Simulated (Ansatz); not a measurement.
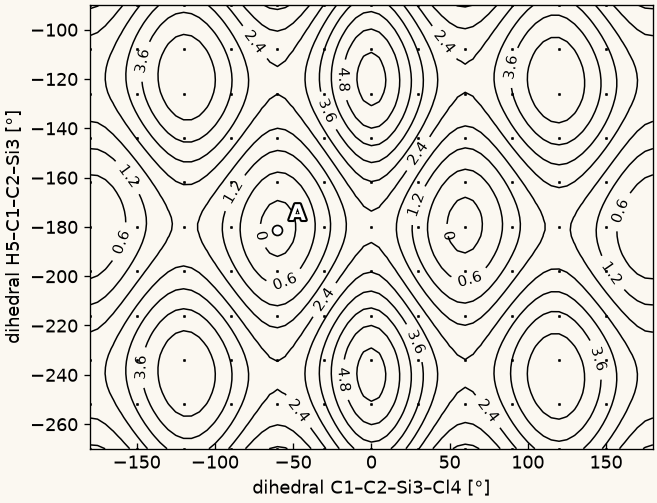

C₂H₇ClSi, SMILES CC[SiH2]Cl. The first coordinate is: dihedral C1–C2–Si3–Cl4; the second: dihedral H5–C1–C2–Si3. Nothing is relaxed (all other coordinates rigid). Grid: 12 × 11 points. Points are written as (first, second). All energies are given in kcal/mol relative to the relaxed molecule at the same level. Theory: RKS SPW92 (LDA)/def2-TZVP (Ansatz 0.2.0).

Drawn: contour lines labelled in kcal/mol (none above 5.4), dots at the grid points, the point A. Between grid points the surface is interpolated.

Question: What is the easiest way out of the well at A, and how high is the barrier?

Answer: The easiest path leads from the well at (−60°, −180°) to the well at (−180°, −180°), about 0.23 kcal/mol higher (on a rigid scan; wells that are mirror images or exchange like atoms can differ by this much). Its highest point lies about 2.1 kcal/mol above the bottom of the first well on the interpolated surface, at (−120°, −180°). Seen from the upper well the barrier is about 1.9 kcal/mol. The start is the relaxed structure and all else is held, so a fully relaxed path at this level can only be lower.

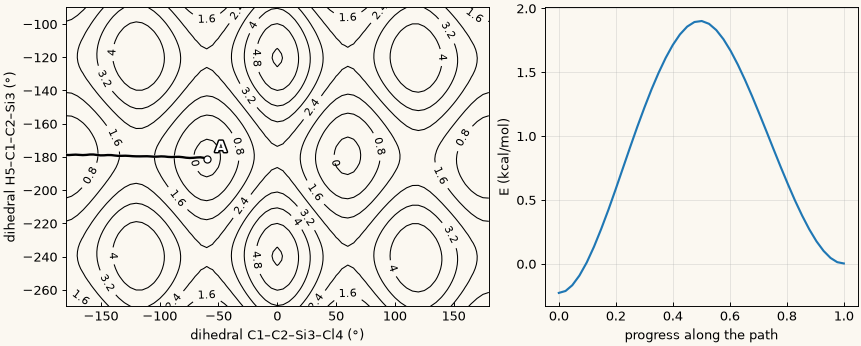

Drawn: contour lines labelled in kcal/mol (none above 5.6), a line along the lowest path, the energy along the path at the right. Between grid points the surface is interpolated.
